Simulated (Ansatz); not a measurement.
```xyz
7

C     0.2464   -1.0639    0.2943
F     0.1375   -2.4590   -0.1770
O    -0.6683   -0.3661   -0.3718
Zn   -1.5067   -1.5753   -1.4719
H     0.0792   -1.1393    1.3889
H     1.3000   -0.7913    0.0768
H    -2.3665   -2.3148   -2.4673
```

Geometry: r2SCAN-D4/def2-SVP.

Level of theory: isolated molecule in a Gaussian basis; Kohn-Sham density functional theory, functional PBE0 in Ansatz.

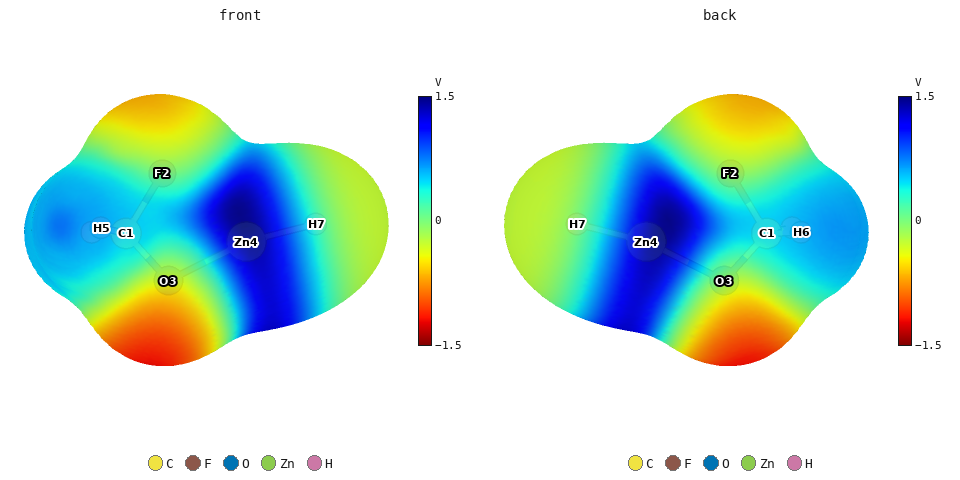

CH3FOZn (SMILES FC[O][ZnH]). The molecular electrostatic potential painted on the density surface at 0.001 e/bohr³, seen from the front and from behind; red is negative and blue positive.

Which sites attract a positive test charge, and which a negative one?

A positive charge is drawn to the negative regions and a negative charge to the positive ones. The most negative region (about −1.2 V, or −28 kcal/mol for a unit charge) lies over O3, the most positive (about +1.5 V, or +35 kcal/mol for a unit charge) over Zn4. O3 is the likeliest acceptor of a hydrogen bond.

How polar is the molecule by this calculation?

Its dipole moment is 0.39 D.
